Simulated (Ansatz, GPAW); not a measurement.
# A 4-layer slab of Rh(110): work function by functional and basis, part 2 of 3

Aim: the work function of both faces of a 4-layer slab of Rh(110), and its spread over functionals and bases.

GPAW 26.7.0 and Ansatz 0.2.0; GPAW, PAW setups; slab in vacuum (the session's first sound run).

So far, upper work function (eV): step 2 (relaxation, PBE, GPAW) 4.64; step 3 (plane waves, PBE) 4.64; step 4 (self-consistent run: xc = "revPBE") 4.49; step 5 (OptPBE vdW: xc = "optPBE-vdW", GPAW, PAW setups, GPAW) 4.85.

## (6) Self-consistent run: xc = "RPBE"

The same geometry under RPBE, to see how far the functional moves the levels against the vacuum.

The input, run.py:

```python
import json
import numpy as np
from ase import Atoms
from gpaw import GPAW, PW

slab = Atoms(
    ['Rh', 'Rh', 'Rh', 'Rh'],
    positions=[
        [1.90000, 1.34350, 7.00000],
        [0.00000, 0.00000, 8.34350],
        [1.90000, 1.34350, 9.72749],
        [-0.00000, 0.00000, 10.97571]],
    cell=[[3.8, 0.0, 0.0], [0.0, 2.68701, 0.0], [0.0, 0.0, 18.03051]],
    pbc=[True, True, False])

slab.calc = GPAW(mode=PW(400), xc='RPBE', kpts={'size': (8, 12, 1), 'gamma': True},
                 occupations={'name': 'fermi-dirac', 'width': 0.1}, nbands='160%',
                 convergence={'density': 1e-05}, maxiter=200,
                 poissonsolver={'dipolelayer': 'xy'},
                 symmetry={'tolerance': 1e-3}, txt='slab.txt')
result = {}
energy = slab.get_potential_energy()
fermi = slab.calc.get_fermi_level()
v = slab.calc.get_electrostatic_potential().mean((0, 1)) - fermi
n = slab.calc.get_pseudo_density().mean((0, 1))
L = slab.cell[2, 2]
z = np.arange(len(v)) * L / len(v)
low, high = slab.positions[:, 2].min(), slab.positions[:, 2].max()
below, above = np.interp([low - 4.8, high + 4.8], z, v)
slopes = [np.interp(x, z, np.gradient(v, z)) for x in (low - 4.8, high + 4.8)]
eps = np.array([[slab.calc.get_eigenvalues(k, s) for k in range(len(slab.calc.get_ibz_k_points()))]
                for s in range(slab.calc.get_number_of_spins())]) - fermi
top, bottom = eps[eps < 0].max(), eps[eps > 0].min()
dipole = slab.get_dipole_moment()[2]
print(f'energy {energy:.4f} eV, Fermi level {fermi:.4f} eV, dipole {dipole:.5f} e A')
print(f'potential 4.8 A off the faces, from the Fermi level: lower {below:.4f} eV, upper {above:.4f} eV')
print(f'slope of the potential there: lower {slopes[0]:.5f}, upper {slopes[1]:.5f} eV/A')
print(f'nearest levels on the mesh: {top:.4f} and {bottom:.4f} eV')
print('magnetic moment', round(slab.get_magnetic_moment(), 3))
result.update(energy=energy, fermi=fermi, dipole=dipole, below=below, above=above, slopes=slopes, edges=[top, bottom],
              z=z.tolist(), v=v.tolist(), n=n.tolist(), positions=slab.positions.tolist(),
              forces=slab.get_forces(apply_constraint=False).tolist(), moments=slab.get_magnetic_moments().tolist())
json.dump(result, open('result.json', 'w'))
```

Command:

```sh
$ OMP_NUM_THREADS=1 OPENBLAS_NUM_THREADS=1 python run.py
```

Output:

```text
energy -23.6828 eV, Fermi level 0.3890 eV, dipole 0.00342 e A
potential 4.8 A off the faces, from the Fermi level: lower 4.5317 eV, upper 4.4711 eV
slope of the potential there: lower -0.00059, upper 0.00041 eV/A
nearest levels on the mesh: -0.0095 and 0.0000 eV
magnetic moment 0.0
```

Run time: 3.8 min. Hardware: 1 thread of Arm Neoverse V1, shared host; peak memory 0.27 GiB.

This step gave:

```yaml
dipole_along_the_normal: 0.003420 e·Å
levels_nearest_the_fermi_level_on_the_mesh: -0.009509, 7.00e-6 eV from the Fermi level
upper_work_function: 4.471 eV
lower_work_function: 4.532 eV
```

The electrostatic potential energy of an electron (without an applied field's), less the Fermi level, planar mean oscillates, so the rows of the table below give means over windows of 1 Å about each position, cut where the curve ends. Its maxima inside the range that stand out by 2 % of the span (Å: eV): 7.6: -7.96, 9.0: -7.63, 10.4: -9.79. Its minima: 7.0: -14.5, 8.4: -15.4, 9.8: -15.7, 10.9: -15.0.

Table of electrostatic potential energy of an electron (without an applied field's), less the Fermi level, planar mean by z; means over each step:

```csv
z (Å),"electrostatic potential energy of an electron (without an applied field's), less the Fermi level, planar mean (eV)"
0,4.52
1,4.53
2,4.53
3,4.53
4,4.51
5,4.25
6,0.891
7,-11.5
8,-11.6
9,-10.2
10,-12.8
11,-11.9
12,1.08
13,4.21
14,4.45
15,4.47
16,4.47
17,4.47
```

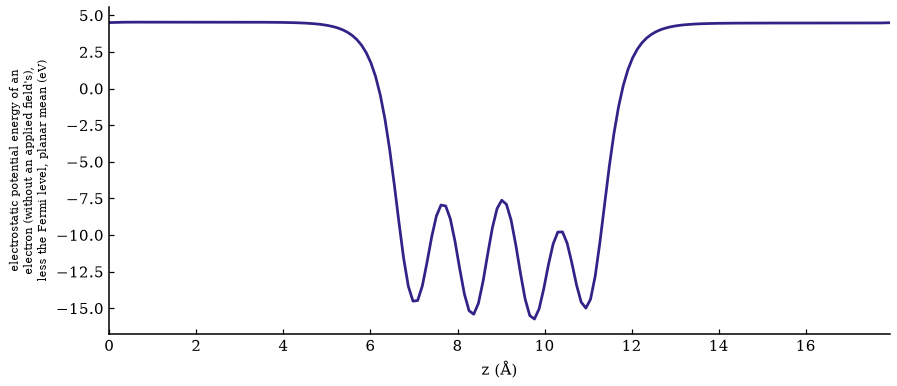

Electrostatic potential energy of an electron (without an applied field's), less the Fermi level, planar mean, plotted against z.

The upper face's work function is 4.471 eV, against 4.642 eV in the first plane-wave PBE run at this geometry.

## (7) Real-space grid: mode = "fd"

A real-space grid is a second complete basis, so it checks the plane-wave result.

Edit run.py of step 6 so:

```diff
@@ -3,3 +3,3 @@
 from ase import Atoms
-from gpaw import GPAW, PW
+from gpaw import GPAW
 
@@ -15,3 +15,3 @@
 
-slab.calc = GPAW(mode=PW(400), xc='RPBE', kpts={'size': (8, 12, 1), 'gamma': True},
+slab.calc = GPAW(mode='fd', h=0.18, xc='PBE', kpts={'size': (8, 12, 1), 'gamma': True},
                  occupations={'name': 'fermi-dirac', 'width': 0.1}, nbands='160%',
```

Output:

```text
energy -26.1303 eV, Fermi level -4.6736 eV, dipole 0.00346 e A
potential 4.8 A off the faces, from the Fermi level: lower 4.7041 eV, upper 4.6427 eV
slope of the potential there: lower -0.00049, upper 0.00046 eV/A
nearest levels on the mesh: -0.0076 and 0.0006 eV
magnetic moment 0.0
```

It took 20 min on 1 thread; peak memory 1.4 GiB.

This step gave:

```yaml
dipole_along_the_normal: 0.003465 e·Å
levels_nearest_the_fermi_level_on_the_mesh: -0.007590, 6.01e-4 eV from the Fermi level
upper_work_function: 4.643 eV
lower_work_function: 4.704 eV
```

The electrostatic potential energy of an electron (without an applied field's), less the Fermi level, planar mean oscillates, so the rows of the table below give means over windows of 2 Å about each position, cut where the curve ends. Its maxima inside the range that stand out by 2 % of the span (Å: eV): 7.7: -7.79, 9.0: -7.54, 10.4: -9.61. Its minima: 7.0: -14.6, 8.4: -15.3, 9.7: -15.7, 10.9: -14.9.

Electrostatic potential energy of an electron (without an applied field's), less the Fermi level, planar mean against z; means over each step:

```csv
z (Å),"electrostatic potential energy of an electron (without an applied field's), less the Fermi level, planar mean (eV)"
0,4.70
2,4.70
4,4.66
6,-1.09
8,-11.4
10,-12.1
12,-0.940
14,4.60
16,4.64
```

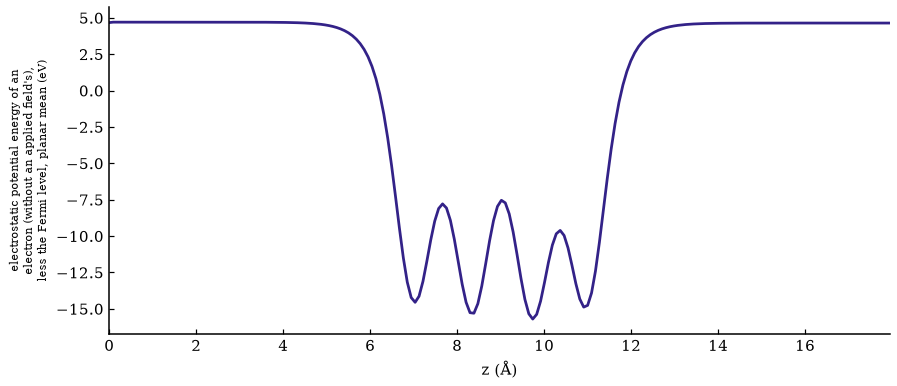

Electrostatic potential energy of an electron (without an applied field's), less the Fermi level, planar mean against z.

The upper face's work function is 4.643 eV, against 4.642 eV in the first plane-wave PBE run at this geometry.

## (8) Atomic orbitals: mode = "lcao"

Atom-centred orbitals end a few angstrom from the surface, which tests how much the density's tail matters.

Edit run.py of step 7 so:

```diff
@@ -15,4 +15,4 @@
 
-slab.calc = GPAW(mode='fd', h=0.18, xc='PBE', kpts={'size': (8, 12, 1), 'gamma': True},
-                 occupations={'name': 'fermi-dirac', 'width': 0.1}, nbands='160%',
+slab.calc = GPAW(mode='lcao', basis='dzp', h=0.18, xc='PBE', kpts={'size': (8, 12, 1), 'gamma': True},
+                 occupations={'name': 'fermi-dirac', 'width': 0.1}, nbands='120%',
                  convergence={'density': 1e-05}, maxiter=200,
```

Output:

```text
energy -24.6172 eV, Fermi level -4.6885 eV, dipole 0.00320 e A
potential 4.8 A off the faces, from the Fermi level: lower 4.7167 eV, upper 4.6600 eV
slope of the potential there: lower -0.00069, upper 0.00072 eV/A
nearest levels on the mesh: -0.0102 and 0.0074 eV
magnetic moment 0.0
```

The job ended after 30 min (1 thread; peak memory 0.4 GiB).

This step gave:

| Quantity | Value |
| --- | --- |
| dipole along the normal | 0.003196 e·Å |
| levels nearest the Fermi level on the mesh | -0.01018, 0.007427 eV from the Fermi level |
| upper work function | 4.660 eV |
| lower work function | 4.717 eV |

The upper face's work function is 4.660 eV, against 4.642 eV in the first plane-wave PBE run at this geometry.

## (9) The ladder

Times are for 1 thread of Arm Neoverse V1, shared host. The runs compared:

```csv
no.,run,upper work function (eV),lower work function (eV),time,memory (GiB)
1,pw,4.642,4.705,3.7 min,0.27
2,revPBE,4.490,4.551,3.8 min,0.27
3,optPBE vdW,4.848,4.909,3.7 min,0.38
4,RPBE,4.471,4.532,3.8 min,0.27
5,fd,4.643,4.704,20 min,1.4
6,lcao,4.660,4.717,30 min,0.4
```

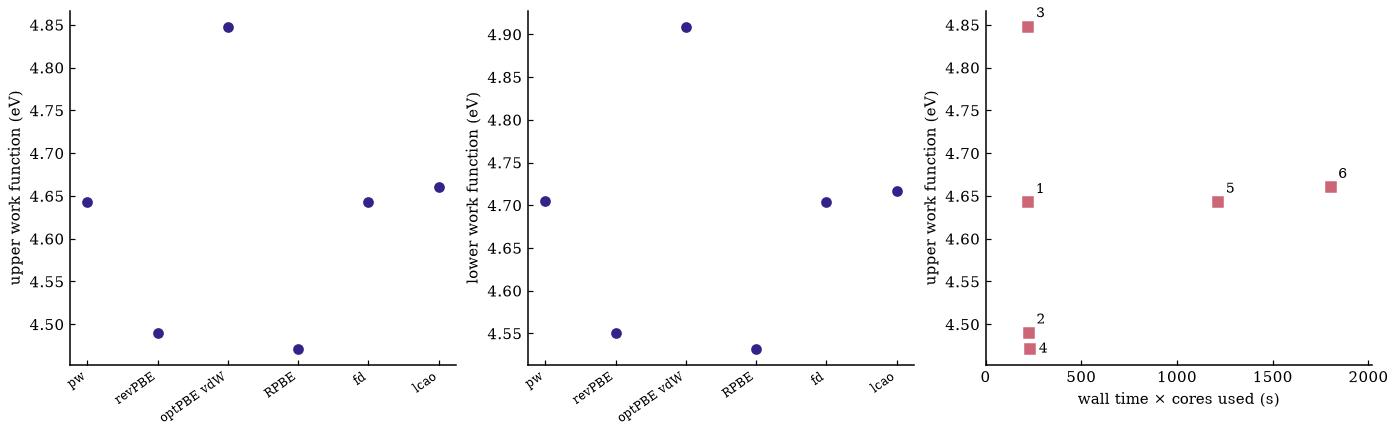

The series as plots; the last panel sets the first result against cost, with the runs numbered as in the table.

(Part 2 of 3 ends here.)

[Logs are printed without paths, hosts, clocks, repeated set-up lines and the standing remarks that a program may print on its own settings, such as how far it seeks lower states.]

[Hosts, paths, dates, database ids (printed as entryN), source tags and the programs' standing remarks are cut or masked in the printed files.]
